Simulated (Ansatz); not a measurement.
# C2H10OSSi: molecular dynamics (part 3 of 5)

C2H10OSSi; UKS r2SCANh-D4/STO-3G (Ansatz 0.2.0). The run did not end well. It belongs to a series of runs on one base structure; here: dynamics from the start. The run did not end well; see the last part.

Geometry of the input (Å):
```
Si -0.7647  -0.3821  0.2697
C  0.7963  1.0818  0.6721
O  0.0841  -1.3056  -0.7765
C  0.5336  -1.0834  -2.0759
H  -1.6810  0.3757  -0.5746
H  -0.6610  -1.4547  1.2430
H  -0.3548  1.1696  1.4551
S  -1.9790  0.8219  2.1316
H  0.8281  1.4605  -0.3439
H  1.1103  1.9262  1.2966
H  1.5544  0.3233  0.8231
H  -0.2590  -0.6649  -2.7007
H  0.8580  -2.0359  -2.4955
H  1.3792  -0.3899  -2.0702
H  -1.4448  0.1573  3.1462
```

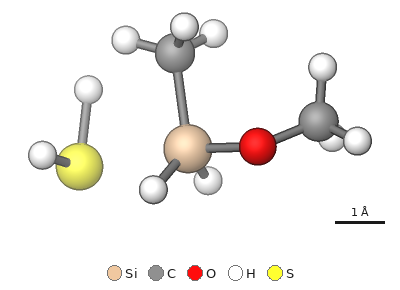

*The geometry at step 31 of the log (ball-and-stick view, seen at a tilt).*

### Trajectory as extended XYZ, continued
```
15
Properties=species:S:1:pos:R:3:forces:R:3 step=14 time_fs=7.0 energy=-22725.66668 temperature=680.8
Si   -0.7595   -0.3768    0.2854    2.5695   2.0038   0.3200
C     0.7989    1.0652    0.6624    0.0321  -2.0494  -1.8693
O     0.0822   -1.3271   -0.7534    0.9288  -1.5090  -1.4037
C     0.5249   -1.0529   -2.0834    0.0704  -0.1605  -0.6832
H    -1.6837    0.3789   -0.5406   -0.4256  -0.2820   0.0979
H    -0.7475   -1.4338    1.2788   -0.4799   0.0778  -0.0133
H    -0.8127    1.1226    1.6149    2.3162   1.6764  -0.0527
S    -1.9706    0.8181    2.1143   -3.2764  -0.1464   2.2195
H     0.8372    1.4766   -0.3631    0.3328  -0.1972   0.1972
H     1.1130    1.9305    1.2702   -1.3067  -0.2410   0.7144
H     1.6687    0.3792    0.7597   -0.3670   0.3305  -0.3026
H    -0.1834   -0.5549   -2.8055   -0.1450  -0.2497   0.7150
H     0.7795   -2.0559   -2.5355   -0.0636   0.7933   0.1477
H     1.4463   -0.4228   -2.1331   -0.0608  -0.2022   0.2510
H    -1.3971    0.1938    3.1828   -0.1248   0.1553  -0.3381
15
Properties=species:S:1:pos:R:3:forces:R:3 step=16 time_fs=8.0 energy=-22725.41325 temperature=535.7
Si   -0.7574   -0.3736    0.2891    3.1262   2.0953   0.0286
C     0.7995    1.0592    0.6572   -0.3708  -2.2301  -1.9141
O     0.0841   -1.3340   -0.7521    0.8867  -1.4285  -1.4716
C     0.5238   -1.0469   -2.0872    0.0107  -0.3421  -0.1200
H    -1.6863    0.3628   -0.5332   -0.5991  -0.1643   0.0225
H    -0.7733   -1.4228    1.2756   -0.4816  -0.1098   0.1268
H    -0.9001    1.1384    1.6744    6.5725   3.1106  -1.8133
S    -1.9691    0.8179    2.1126   -7.8138  -1.2436   3.5906
H     0.8510    1.4712   -0.3612    0.2275  -0.0135   0.0334
H     1.0732    1.9181    1.2824   -1.2139  -0.1454   0.7653
H     1.6771    0.3955    0.7394   -0.1547   0.1186  -0.1140
H    -0.1734   -0.5493   -2.8005   -0.4238  -0.0076   0.4780
H     0.7700   -2.0378   -2.5410   -0.0145   0.3817  -0.0090
H     1.4502   -0.4418   -2.1384    0.1795   0.0873   0.2730
H    -1.3980    0.2082    3.1683    0.0691  -0.1086   0.1238
15
Properties=species:S:1:pos:R:3:forces:R:3 step=19 time_fs=9.5 energy=-22725.73828 temperature=729.1
Si   -0.7523   -0.3674    0.2946    3.3746   2.0480  -0.2549
C     0.7998    1.0468    0.6466   -0.9623  -1.9920  -1.6527
O     0.0879   -1.3460   -0.7517    0.7654  -1.2559  -1.4058
C     0.5223   -1.0384   -2.0928    0.0126  -0.3136   0.8144
H    -1.7012    0.3359   -0.5219   -0.6507  -0.0552  -0.0788
H    -0.8204   -1.4087    1.2733   -0.3698  -0.3305   0.2014
H    -0.9112    1.2198    1.7307    6.4039   3.5111  -1.6521
S    -1.9714    0.8169    2.1120   -7.9478  -1.3042   2.7051
H     0.8753    1.4636   -0.3584   -0.0024   0.3388  -0.2197
H     0.9923    1.8968    1.3140   -0.9257  -0.2626   0.5011
H     1.6879    0.4211    0.7077    0.2697  -0.2706   0.2813
H    -0.1668   -0.5401   -2.7854   -0.7780   0.3872   0.0782
H     0.7558   -2.0056   -2.5501    0.0873  -0.4423  -0.3528
H     1.4599   -0.4680   -2.1416    0.3814   0.4335   0.2624
H    -1.3975    0.2271    3.1501    0.3420  -0.4918   0.7729
15
Properties=species:S:1:pos:R:3:forces:R:3 step=21 time_fs=10.5 energy=-22726.40598 temperature=1119.0
Si   -0.7474   -0.3625    0.2982    3.2226   1.8801  -0.3714
C     0.7991    1.0365    0.6379   -1.1853  -1.6526  -1.3891
O     0.0910   -1.3550   -0.7526    0.6599  -1.1203  -1.3004
C     0.5213   -1.0331   -2.0958    0.0832  -0.1910   1.2162
H    -1.7189    0.3172   -0.5152   -0.5329  -0.0533  -0.0955
H    -0.8563   -1.4030    1.2741   -0.2377  -0.3780   0.1236
H    -0.8405    1.3156    1.7475    1.5980   1.6826  -0.0067
S    -1.9759    0.8157    2.1127   -3.2779   0.5513   0.8610
H     0.8918    1.4621   -0.3588   -0.1685   0.5408  -0.2750
H     0.9268    1.8796    1.3414   -0.6071  -0.4869   0.1099
H     1.6977    0.4355    0.6895    0.4453  -0.4249   0.5490
H    -0.1712   -0.5300   -2.7737   -0.8105   0.5351  -0.0474
H     0.7472   -1.9883   -2.5599    0.1123  -0.8205  -0.5240
H     1.4705   -0.4808   -2.1406    0.2975   0.5252   0.2314
H    -1.3935    0.2343    3.1462    0.4011  -0.5874   0.9183
15
Properties=species:S:1:pos:R:3:forces:R:3 step=23 time_fs=11.5 energy=-22726.60295 temperature=1238.8
Si   -0.7415   -0.3569    0.3017    2.8999   1.6215  -0.4540
C     0.7974    1.0249    0.6280   -1.1988  -1.3695  -1.1921
O     0.0945   -1.3646   -0.7542    0.5482  -0.9795  -1.1776
C     0.5203   -1.0280   -2.0979    0.1633  -0.1410   1.2717
H    -1.7415    0.2979   -0.5094   -0.3188  -0.1008  -0.0587
H    -0.8945   -1.4008    1.2760   -0.0808  -0.3276  -0.0429
H    -0.7536    1.4276    1.7638   -2.1099  -0.1307   1.0206
S    -1.9814    0.8147    2.1137    0.4055   2.1956   0.0011
H     0.9066    1.4657   -0.3618   -0.3206   0.6492  -0.1805
H     0.8557    1.8577    1.3698   -0.1877  -0.7030  -0.3351
H     1.7116    0.4460    0.6764    0.4047  -0.4131   0.7621
H    -0.1832   -0.5148   -2.7624   -0.6108   0.5157   0.0109
H     0.7396   -1.9785   -2.5746    0.0643  -0.8327  -0.5384
H     1.4840   -0.4886   -2.1374    0.0509   0.5037   0.1840
H    -1.3858    0.2361    3.1510    0.2907  -0.4880   0.7290
15
Properties=species:S:1:pos:R:3:forces:R:3 step=25 time_fs=12.5 energy=-22726.44892 temperature=1150.8
Si   -0.7345   -0.3507    0.3050    2.4742   1.2704  -0.5445
C     0.7948    1.0122    0.6171   -1.0018  -1.2393  -1.1278
O     0.0983   -1.3748   -0.7566    0.4369  -0.8397  -1.0490
C     0.5195   -1.0229   -2.0990    0.2003  -0.2329   1.0154
H    -1.7673    0.2777   -0.5041   -0.0486  -0.1687   0.0182
H    -0.9335   -1.4018    1.2774    0.0885  -0.1960  -0.2518
H    -0.6857    1.5389    1.7894   -3.9830  -1.2448   1.4131
S    -1.9869    0.8143    2.1147    2.4040   3.0566   0.0600
H     0.9184    1.4755   -0.3664   -0.4374   0.6312   0.0409
H     0.7827    1.8292    1.3951    0.2259  -0.8246  -0.6934
H     1.7292    0.4526    0.6706    0.1400  -0.2528   0.8744
H    -0.2009   -0.4948   -2.7509   -0.2328   0.3480   0.2007
H     0.7326   -1.9765   -2.5943   -0.0441  -0.4738  -0.3776
H     1.4978   -0.4916   -2.1324   -0.2652   0.4128   0.1225
H    -1.3754    0.2333    3.1625    0.0430  -0.2465   0.2989
15
Properties=species:S:1:pos:R:3:forces:R:3 step=27 time_fs=13.5 energy=-22726.27730 temperature=1050.4
Si   -0.7267   -0.3441    0.3081    2.0075   0.8202  -0.6905
C     0.7914    0.9985    0.6054   -0.6800  -1.1728  -1.1045
O     0.1024   -1.3856   -0.7596    0.3250  -0.7007  -0.9076
C     0.5189   -1.0181   -2.0992    0.1649  -0.4148   0.6175
H    -1.7934    0.2558   -0.4986    0.2321  -0.2210   0.1089
H    -0.9717   -1.4045    1.2765    0.2601  -0.0213  -0.4438
H    -0.6553    1.6385    1.8284   -4.6658  -1.8052   1.4702
S    -1.9916    0.8148    2.1157    3.3621   3.3832   0.5136
H     0.9261    1.4912   -0.3706   -0.5060   0.4879   0.3079
H     0.7119    1.7929    1.4138    0.5105  -0.8383  -0.8922
H     1.7482    0.4568    0.6731   -0.2567  -0.0364   0.8582
H    -0.2209   -0.4714   -2.7375    0.1961   0.1109   0.4109
H     0.7251   -1.9790   -2.6176   -0.1637   0.0728  -0.1134
H     1.5092   -0.4907   -2.1262   -0.5422   0.3039   0.0530
H    -1.3646    0.2281    3.1769   -0.2439   0.0315  -0.1881
15
Properties=species:S:1:pos:R:3:forces:R:3 step=29 time_fs=14.5 energy=-22726.27764 temperature=1051.0
Si   -0.7183   -0.3372    0.3110    1.5635   0.2691  -0.9357
C     0.7875    0.9838    0.5927   -0.3894  -0.9836  -0.9342
O     0.1067   -1.3967   -0.7631    0.2052  -0.5649  -0.7389
C     0.5183   -1.0135   -2.0990    0.0558  -0.5837   0.2620
H    -1.8174    0.2319   -0.4921    0.4797  -0.2296   0.1853
H    -1.0073   -1.4075    1.2713    0.4206   0.1515  -0.5676
H    -0.6691    1.7210    1.8813   -4.6763  -2.0950   1.3159
S    -1.9953    0.8164    2.1169    3.7227   3.4685   1.0204
H     0.9289    1.5115   -0.3718   -0.5270   0.2548   0.5287
H     0.6458    1.7486    1.4241    0.6738  -0.7628  -0.9598
H     1.7646    0.4606    0.6837   -0.6555   0.1322   0.7218
H    -0.2390   -0.4470   -2.7202    0.5487  -0.1080   0.5447
H     0.7162   -1.9807   -2.6420   -0.2452   0.5794   0.1481
H     1.5154   -0.4869   -2.1196   -0.6999   0.2154  -0.0155
H    -1.3560    0.2232    3.1896   -0.4766   0.2568  -0.5751
15
Properties=species:S:1:pos:R:3:forces:R:3 step=31 time_fs=15.5 energy=-22726.50073 temperature=1183.4
Si   -0.7092   -0.3303    0.3136    1.2027  -0.3692  -1.3051
C     0.7832    0.9684    0.5794   -0.2625  -0.6103  -0.5412
O     0.1112   -1.4082   -0.7671    0.0713  -0.4455  -0.5365
C     0.5179   -1.0095   -2.0986   -0.1103  -0.6650   0.0724
H    -1.8368    0.2058   -0.4839    0.6581  -0.1801   0.2246
H    -1.0390   -1.4091    1.2608    0.5544   0.2842  -0.5912
H    -0.7275    1.7835    1.9468   -4.3097  -2.2512   1.0183
S    -1.9980    0.8189    2.1183    3.6569   3.4536   1.4236
H     0.9268    1.5343   -0.3681   -0.5057  -0.0054   0.6390
H     0.5862    1.6970    1.4253    0.8030  -0.5958  -0.9320
H     1.7749    0.4657    0.7011   -0.9372   0.1913   0.5059
H    -0.2519   -0.4236   -2.6978    0.7426  -0.2467   0.5526
H     0.7049   -1.9770   -2.6650   -0.2633   0.8913   0.3218
H     1.5151   -0.4810   -2.1131   -0.6989   0.1693  -0.0748
H    -1.3520    0.2207    3.1969   -0.6013   0.3794  -0.7775
15
Properties=species:S:1:pos:R:3:forces:R:3 step=33 time_fs=16.5 energy=-22726.90481 temperature=1422.5
Si   -0.6998   -0.3234    0.3157    0.9545  -1.0560  -1.7816
C     0.7787    0.9525    0.5656   -0.3318  -0.1783  -0.0462
O     0.1156   -1.4200   -0.7714   -0.0734  -0.3552  -0.3042
C     0.5173   -1.0060   -2.0980   -0.3002  -0.6253   0.0986
H    -1.8500    0.1780   -0.4735    0.7441  -0.0721   0.2112
H    -1.0654   -1.4079    1.2447    0.6480   0.3509  -0.5025
H    -0.8269    1.8246    2.0220   -3.6068  -2.1599   0.6566
S    -1.9995    0.8226    2.1202    3.1195   3.2696   1.6595
H     0.9198    1.5570   -0.3583   -0.4434  -0.2234   0.6084
H     0.5342    1.6398    1.4176    0.9150  -0.2993  -0.7645
H     1.7763    0.4725    0.7234   -1.0139   0.1281   0.2616
H    -0.2579   -0.4025   -2.6701    0.7428  -0.2730   0.4288
H     0.6911   -1.9650   -2.6851   -0.2165   0.9428   0.3604
H     1.5081   -0.4734   -2.1073   -0.5402   0.1696  -0.1188
H    -1.3537    0.2217    3.1969   -0.5977   0.3816  -0.7673
15
Properties=species:S:1:pos:R:3:forces:R:3 step=35 time_fs=17.5 energy=-22727.34398 temperature=1681.2
Si   -0.6900   -0.3169    0.3172    0.8036  -1.7329  -2.3025
C     0.7740    0.9364    0.5517   -0.5298   0.1467   0.3538
O     0.1200   -1.4319   -0.7758   -0.2139  -0.2923  -0.0536
C     0.5165   -1.0030   -2.0974   -0.4641  -0.4537   0.3297
H    -1.8561    0.1496   -0.4611    0.7290   0.0831   0.1363
H    -1.0856   -1.4035    1.2239    0.6928   0.3385  -0.3068
H    -0.9605    1.8454    2.1034   -2.3377  -1.4528   0.3199
S    -2.0001    0.8272    2.1226    1.8820   2.5722   1.6649
H     0.9086    1.5777   -0.3428   -0.3405  -0.3477   0.4374
H     0.4910    1.5799    1.4027    0.9189   0.1594  -0.3677
H     1.7681    0.4804    0.7482   -0.8453  -0.0377   0.0335
H    -0.2568   -0.3839   -2.6384    0.5533  -0.1816   0.1998
H     0.6753   -1.9441   -2.7017   -0.1181   0.7323   0.2486
H     1.4961   -0.4642   -2.1026   -0.2647   0.2004  -0.1433
H    -1.3610    0.2264    3.1896   -0.4653   0.2662  -0.5502
15
Properties=species:S:1:pos:R:3:forces:R:3 step=37 time_fs=18.5 energy=-22727.55370 temperature=1804.0
Si   -0.6800   -0.3111    0.3179    0.7256  -2.3471  -2.8053
C     0.7688    0.9204    0.5382   -0.7531   0.3318   0.5829
O     0.1243   -1.4441   -0.7803   -0.3351  -0.2458   0.1953
C     0.5153   -1.0003   -2.0965   -0.5520  -0.1543   0.7045
H    -1.8552    0.1219   -0.4475    0.6158   0.2674   0.0029
H    -1.0992   -1.3959    1.2001    0.6845   0.2511  -0.0209
H    -1.1161    1.8530    2.1881   -0.3183   0.3746   0.1900
S    -2.0002    0.8325    2.1255   -0.2223   0.8310   1.2935
H     0.8941    1.5950   -0.3232   -0.2039  -0.3631   0.1574
H     0.4564    1.5215    1.3844    0.7605   0.7189   0.2326
H     1.7520    0.4880    0.7734   -0.4611  -0.2652  -0.1502
H    -0.2506   -0.3670   -2.6049    0.2199   0.0017  -0.0822
H     0.6584   -1.9163   -2.7161    0.0090   0.3149   0.0048
H     1.4815   -0.4531   -2.0992    0.0523   0.2282  -0.1459
H    -1.3726    0.2335    3.1772   -0.2218   0.0561  -0.1594
15
Properties=species:S:1:pos:R:3:forces:R:3 step=39 time_fs=19.5 energy=-22727.37075 temperature=1698.9
Si   -0.6697   -0.3060    0.3176    0.7027  -2.8746  -3.2561
C     0.7630    0.9047    0.5251   -0.9284   0.5052   0.7801
O     0.1284   -1.4564   -0.7847   -0.4296  -0.2045   0.4157
C     0.5137   -0.9977   -2.0951   -0.5424   0.2378   1.1008
H    -1.8486    0.0969   -0.4338    0.4206   0.4599  -0.1712
H    -1.1062   -1.3859    1.1762    0.6252   0.1107   0.3261
H    -1.2745    1.8649    2.2748    1.8002   3.1580   0.5289
S    -2.0003    0.8381    2.1288   -2.5302  -1.8449   0.3695
H     0.8777    1.6090   -0.3021   -0.0497  -0.2955  -0.1685
H     0.4291    1.4700    1.3684    0.5262   1.1963   0.8034
H     1.7315    0.4930    0.7971    0.0255  -0.4946  -0.2876
H    -0.2423   -0.3501   -2.5721   -0.1599   0.2101  -0.3438
H     0.6416   -1.8856   -2.7305    0.1333  -0.1785  -0.2995
H     1.4674   -0.4398   -2.0973    0.3188   0.2114  -0.1275
H    -1.3864    0.2411    3.1633    0.0877  -0.1969   0.3298
15
Properties=species:S:1:pos:R:3:forces:R:3 step=41 time_fs=20.5 energy=-22727.13645 temperature=1564.2
Si   -0.6591   -0.3019    0.3163    0.6886  -3.3209  -3.6245
C     0.7565    0.8895    0.5126   -1.0012   0.8364   1.1796
O     0.1322   -1.4688   -0.7889   -0.4955  -0.1581   0.5830
C     0.5116   -0.9950   -2.0928   -0.4636   0.6408   1.3312
H    -1.8379    0.0762   -0.4218    0.1796   0.6360  -0.3564
H    -1.1074   -1.3748    1.1554    0.5309  -0.0465   0.6860
H    -1.4168    1.9062    2.3668    2.3219   4.6439   1.0744
S    -2.0011    0.8431    2.1322   -3.2810  -3.2815  -0.7065
H     0.8609    1.6201   -0.2825    0.1000  -0.2058  -0.4556
H     0.4068    1.4297    1.3598    0.3764   1.3997   1.0397
H     1.7113    0.4933    0.8182    0.4386  -0.6527  -0.4066
H    -0.2354   -0.3312   -2.5425   -0.4532   0.3423  -0.5080
H     0.6260   -1.8564   -2.7476    0.2203  -0.5487  -0.5284
H     1.4563   -0.4245   -2.0966    0.4602   0.1195  -0.0918
H    -1.3994    0.2469    3.1525    0.3782  -0.4043   0.7837
15
Properties=species:S:1:pos:R:3:forces:R:3 step=43 time_fs=21.5 energy=-22727.21463 temperature=1606.1
Si   -0.6483   -0.2989    0.3136    0.5966  -3.7145  -3.8734
C     0.7491    0.8749    0.5011   -0.8937   1.3913   1.8739
O     0.1358   -1.4813   -0.7927   -0.5346  -0.0978   0.6846
C     0.5092   -0.9917   -2.0894   -0.3770   0.9584   1.2173
H    -1.8256    0.0616   -0.4132   -0.0495   0.7700  -0.5139
H    -1.1034   -1.3642    1.1412    0.4318  -0.1713   0.9926
H    -1.5379    1.9897    2.4686    1.0772   2.8039   0.8875
S    -2.0029    0.8473    2.1354   -2.1774  -1.5368  -0.8368
H     0.8449    1.6293   -0.2673    0.2247  -0.1695  -0.6260
H     0.3883    1.4027    1.3609    0.4000   1.2760   0.8160
H     1.6951    0.4875    0.8353    0.6182  -0.6819  -0.5482
H    -0.2328   -0.3092   -2.5177   -0.5523   0.3092  -0.5295
H     0.6125   -1.8324   -2.7697    0.2475  -0.6224  -0.5332
H     1.4495   -0.4082   -2.0967    0.4517  -0.0475  -0.0424
H    -1.4087    0.2489    3.1492    0.5368  -0.4671   1.0315
15
Properties=species:S:1:pos:R:3:forces:R:3 step=45 time_fs=22.5 energy=-22727.27166 temperature=1637.4
Si   -0.6374   -0.2972    0.3097    0.3364  -4.0967  -3.9844
C     0.7411    0.8614    0.4911   -0.5343   2.0975   2.7047
O     0.1390   -1.4939   -0.7960   -0.5527  -0.0192   0.7252
C     0.5064   -0.9877   -2.0851   -0.3290   1.1484   0.7236
H    -1.8136    0.0543   -0.4095   -0.2006   0.8390  -0.6020
H    -1.0953   -1.3551    1.1364    0.3603  -0.2094   1.1800
H    -1.6487    2.0993    2.5784   -0.0731  -0.4230  -0.0456
S    -2.0054    0.8510    2.1383   -0.9792   1.4163   0.1021
H     0.8311    1.6367   -0.2580    0.3116  -0.2367  -0.6464
H     0.3736    1.3877    1.3697    0.5502   0.9392   0.2855
H     1.6846    0.4752    0.8471    0.5222  -0.5760  -0.7281
H    -0.2353   -0.2842   -2.4979   -0.4419   0.0987  -0.4216
H     0.6013   -1.8141   -2.7968    0.2189  -0.3850  -0.2642
H     1.4469   -0.3923   -2.0973    0.3242  -0.2549   0.0173
H    -1.4131    0.2466    3.1555    0.4870  -0.3383   0.9539
15
Properties=species:S:1:pos:R:3:forces:R:3 step=47 time_fs=23.5 energy=-22727.05385 temperature=1509.6
Si   -0.6263   -0.2970    0.3044   -0.1373  -4.4903  -3.9592
C     0.7327    0.8496    0.4833    0.0582   2.8183   3.4059
O     0.1419   -1.5065   -0.7990   -0.5582   0.0764   0.7211
C     0.5035   -0.9828   -2.0802   -0.3223   1.2360   0.0025
H    -1.8035    0.0550   -0.4115   -0.2264   0.8292  -0.5929
H    -1.0837   -1.3480    1.1428    0.3365  -0.1267   1.2058
H    -1.7596    2.2054    2.6877   -0.3988  -2.7483  -0.9885
S    -2.0082    0.8550    2.1413   -0.4250   3.3413   1.3455
H     0.8203    1.6418   -0.2548    0.3587  -0.3979  -0.5459
H     0.3643    1.3817    1.3811    0.7142   0.5562  -0.2792
H     1.6790    0.4574    0.8519    0.2480  -0.3823  -0.9126
H    -0.2420   -0.2584   -2.4821   -0.2018  -0.2105  -0.2444
H     0.5922   -1.7994   -2.8262    0.1585   0.0076   0.1794
H     1.4474   -0.3789   -2.0976    0.1423  -0.4491   0.0830
H    -1.4130    0.2411    3.1707    0.2535  -0.0598   0.5794
```
